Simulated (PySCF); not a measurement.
The calculation's input:

```
{"job": {"kind": "nmr", "xc": "PBE0", "basis": "pcSseg-1"}, "charge": 0, "multiplicity": 1}
C      1.009669     1.971453     0.211830
C      1.581421     0.786967    -0.037484
C      2.882366     0.387718    -0.715222
C      2.366518    -1.077100    -0.748580
C      1.190521    -0.629849     0.103729
C      0.280171    -1.307912     0.822368
C     -0.763677    -0.715759     1.705582
Si    -2.393548    -0.484432     0.775518
N     -2.115896     0.705550    -0.452188
H     -0.001593     2.049274     0.616817
H      1.532580     2.901082    -0.030656
H      3.083907     0.862185    -1.687776
H      3.765538     0.522132    -0.071040
H      2.079603    -1.412539    -1.758178
H      3.025607    -1.837980    -0.303236
H      0.297043    -2.402063     0.744089
H     -0.454703     0.271282     2.088320
H     -0.957967    -1.370320     2.571623
H     -3.469310     0.031173     1.679532
H     -2.836070    -1.839529     0.294724
H     -1.291783     0.599231    -1.036870
H     -2.892974     1.071913    -0.990334
```

Command:

```sh
OMP_NUM_THREADS=1 python probes_run.py task.json out
```

Geometry: PBE0-D3(BJ)/def2-SVP.

Method: PBE0/pcSseg-1, SCF density, gas phase, non-relativistic in PySCF 2.14.0.

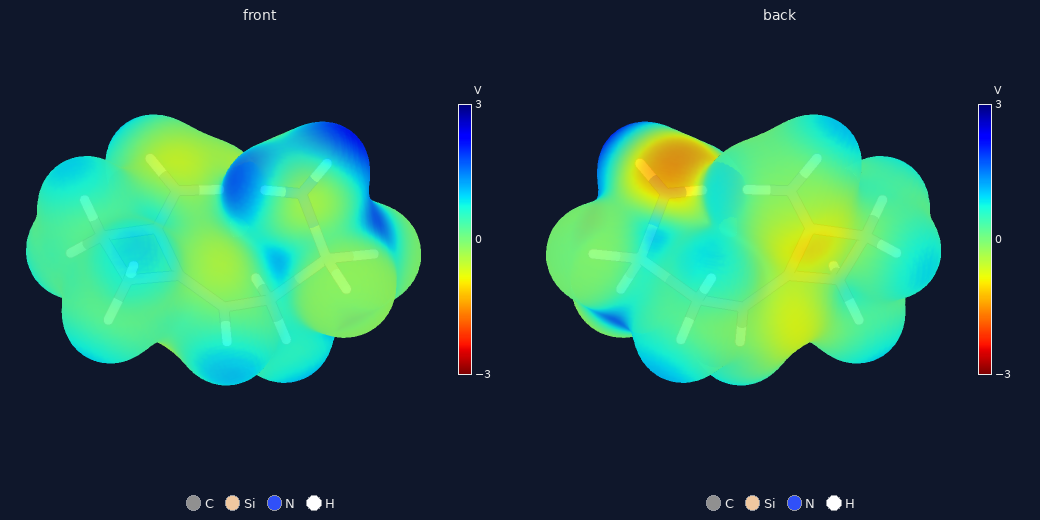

C7H13NSi. The molecular electrostatic potential painted on the density surface at 0.004 e/bohr³, seen from the front and from behind; the colour scale runs from red (negative) to blue (positive).

### Which sites attract a positive test charge, and which a negative one?

A positive charge is drawn to the negative regions and a negative charge to the positive ones. The most negative region (about −1.5 V, or −35 kcal/mol for a unit charge) lies over N9, the most positive (about +2.0 V, or +46 kcal/mol for a unit charge) over H22. N9 is the likeliest acceptor of a hydrogen bond.
